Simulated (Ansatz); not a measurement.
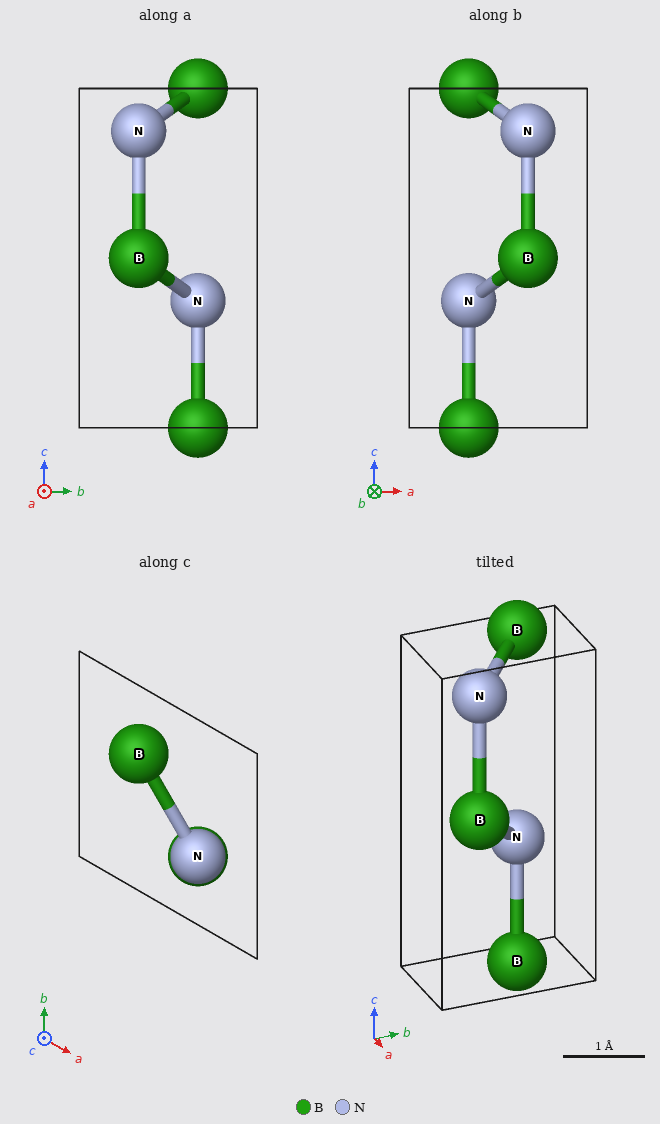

Ball-and-stick drawing of the structure, looking along the a axis, along the b axis, along the c axis and slightly off an axis. The edges of the conventional unit cell are marked.

Lattice parameters: a = 2.5544 Å, b = 2.5544 Å, c = 4.2244 Å, α = 90.000°, β = 90.000°, γ = 120.000°.

Express the structure as a CIF with its space group and independent sites.

Answer.
```cif
data_structure
_symmetry_space_group_name_H-M 'P 63 m c'
_symmetry_Int_Tables_number 186
_cell_length_a 2.5544
_cell_length_b 2.5544
_cell_length_c 4.2244
_cell_angle_alpha 90.000
_cell_angle_beta 90.000
_cell_angle_gamma 120.000
_cell_volume 23.87
loop_
_atom_site_label
_atom_site_type_symbol
_atom_site_symmetry_multiplicity
_atom_site_Wyckoff_symbol
_atom_site_fract_x
_atom_site_fract_y
_atom_site_fract_z
_atom_site_occupancy
B1 B 2 b 0.3333 0.6667 0.0002 1
N1 N 2 b 0.3333 0.6667 0.3748 1
```

The structure comes from a structure type filled with these elements by a generator (whether the compound takes this form wasn't checked). What is shown is the relaxed result from DFT, PBE, plane waves, PAW in Ansatz.
